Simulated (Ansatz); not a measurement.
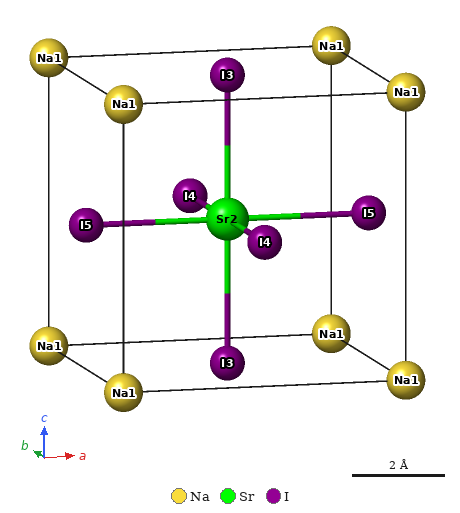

This is solid NaSrI3 (built on the cubic perovskite type) at its r2SCAN-relaxed geometry. The picture is a ball-and-stick view of the cell of the calculation, seen slightly off an axis.

Level of theory: Ansatz 0.2.0, DFT, PBE, plane waves, PAW. Settings: plane-wave cutoff 420 eV; k-point mesh 4 × 4 × 4; occupations fermi dirac; smearing width 0.02 eV; no spin polarisation.

Now this is done to it. The cell is strained by −0.6 % along c and +2.5 % across it (volume +4.5 %). The atoms and the free axis were relaxed with r2SCAN under that strain, and this is a single point on that geometry.

Input file:
```yaml
crystal:
  lattice:
    - [6.5576309766, 0.0, 0.0]
    - [0.0, 6.5576309766, 0.0]
    - [0.0, 0.0, 6.3606739236]
  atoms:
    - { symbol: Na, position: [0.0, 0.0, 0.0] }
    - { symbol: Sr, position: [0.5, 0.5, 0.5] }
    - { symbol: I, position: [0.5, 0.5, 0.0] }
    - { symbol: I, position: [0.5, 0.0, 0.5] }
    - { symbol: I, position: [0.0, 0.5, 0.5] }
kpoints:
  mp_grid: { grid: [4, 4, 4] }
  band_path:
    path: [[0.0, 0.0, 0.0], [0.0, 0.5, 0.0], [0.5, 0.5, 0.0], [0.5, 0.5, 0.5]]
    npoints: 1
hamiltonian:
  xc: pbe
scf:
  occupations: { method: fermi_dirac, width: 0.02 }
  n_extra_bands: 5
output:
  forces: true
  stress: true
  eigenvalues: true
  write_density: true
  write_potential: true
  elf: true
  volumetric_format: npy
```

Run as
```bash
ansatz run input.yaml --threads 2 --pin off --max-ram 2211MiB --backend cpu --events-out ev --progress --plain --runs-dir out
```

What does the calculation give for the changed structure?

Near-neighbour distances before and after: I–Sr 3.199 → 3.180 to 3.279 Å. The space group (tolerance 0.01 Å) goes from Pm-3m (No. 221) to P4/mmm (No. 123). It costs 4.6 meV per atom. The pressure goes from 0.1 to −0.4 GPa. The principal stresses (compression positive) are 0.1 GPa along c and −0.6 GPa across it. All forces vanish by symmetry.

Drawn alike, the variant:

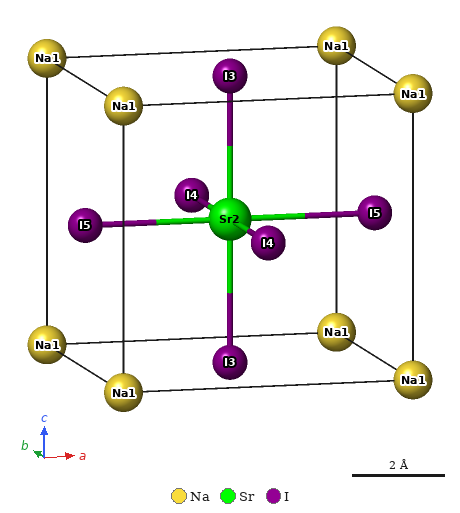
